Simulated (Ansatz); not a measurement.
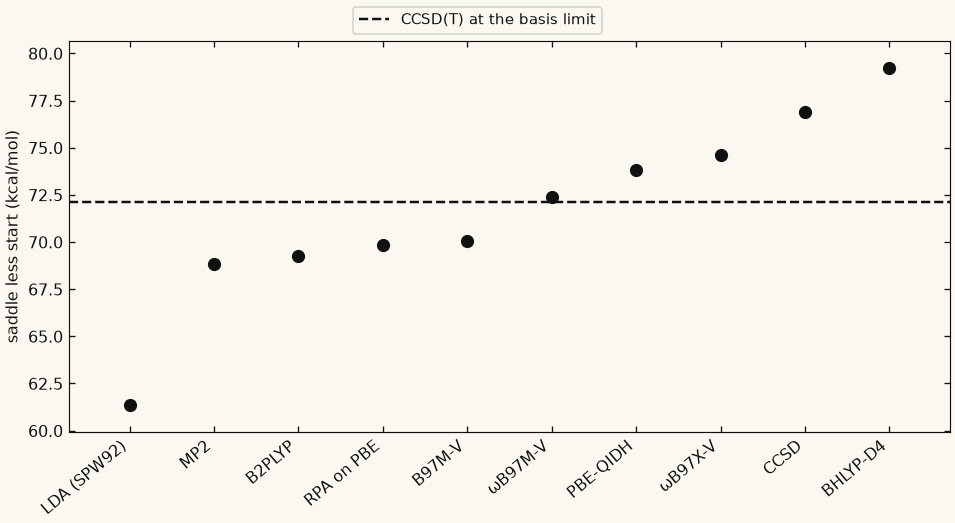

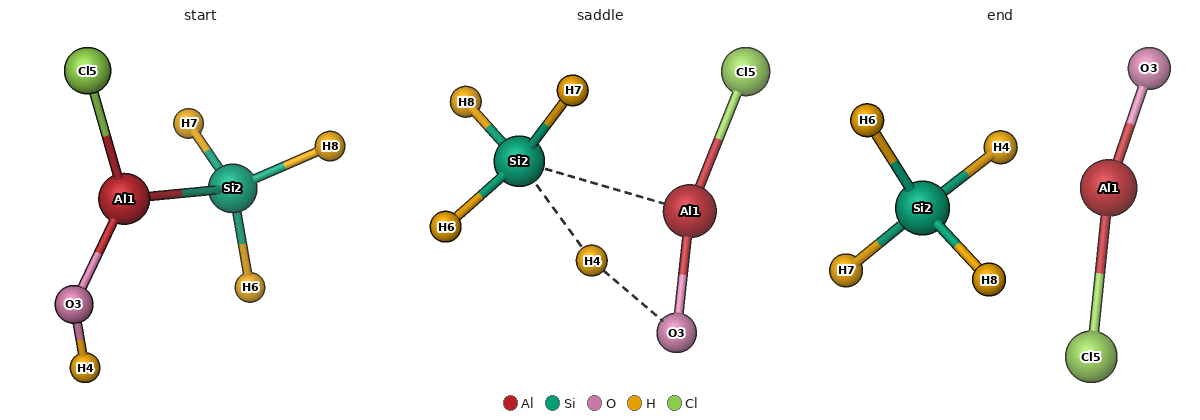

Height of the saddle over the start in one step of AlSiH₄OCl, singlet at several levels. In the step Si2–H4 (3.80 → 1.70 → 1.52 Å) forms; O3–H4 (0.96 → 1.62 → 2.72 Å) breaks; Al1–Si2 (2.44 → 2.77 → 3.24 Å) stretches to a weak contact (lengths at start, saddle and end; changes of bond order aren't listed). Electronic energies at PBE0-D4/def2-TZVP geometries, energies in def2-TZVPP, the Ansatz code 0.2.0; cores frozen in correlated methods, no zero-point terms. Start and end are the structures at the ends of the path (complexes, where there are several molecules). The line is the MP2 basis limit plus CCSD(T) less MP2 in triple zeta. B2PLYP, RPA on PBE and PBE-QIDH hold a correlation term that converges slowly with the basis, so part of the distance to the limit is basis error. No dispersion term is added to B2PLYP and PBE-QIDH. The distance of MP2 and CCSD to the limit includes basis error.

What range do the values span, the line included?

Answer. From 61.3 kcal/mol (LDA (SPW92)) to 79.2 kcal/mol (BHLYP-D4).

Give the values.

Answer.
```
                     level  kcal/mol  less CCSD(T) at the basis limit
               LDA (SPW92)      61.3                            −10.8
                       MP2      68.8                             −3.3
                    B2PLYP      69.2                             −2.9
                RPA on PBE      69.9                             −2.2
                    B97M-V      70.1                             −2.0
                   ωB97M-V      72.4                              0.3
                  PBE-QIDH      73.8                              1.7
                   ωB97X-V      74.6                              2.5
                      CCSD      76.9                              4.8
                  BHLYP-D4      79.2                              7.1
CCSD(T) at the basis limit      72.1                              0.0
```
